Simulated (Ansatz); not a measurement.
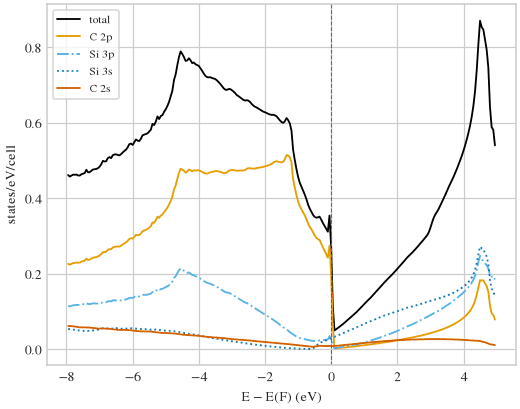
Figure: Total and projected density of states of SiC (rock salt, Fm-3m), r²SCAN (plane waves, PAW; program Ansatz)

Question: Which orbitals carry the states next to the Fermi level?

Answer: Within 0.5 eV of the Fermi level: C 2p 70 %, Si 3s 14 %, Si 3p 8 %. Projections are on Löwdin-orthogonalised atomic valence shells; empty p or d shells of many metals are not among them.

Question: Where is the tallest occupied peak in this window, and what makes it?

Answer: Near -4.5 eV, about 0.79 states/eV per cell; the largest projected share is C 2p.

This is a known high-pressure phase of the composition, computed here at zero pressure and temperature. The cell was relaxed with r²SCAN under the symmetry of its start; its stability against distortions is not shown here. Its formation energy is positive at this level, so the cell may be metastable or incomplete.

Potentials: the later of the program's two PAW sets.
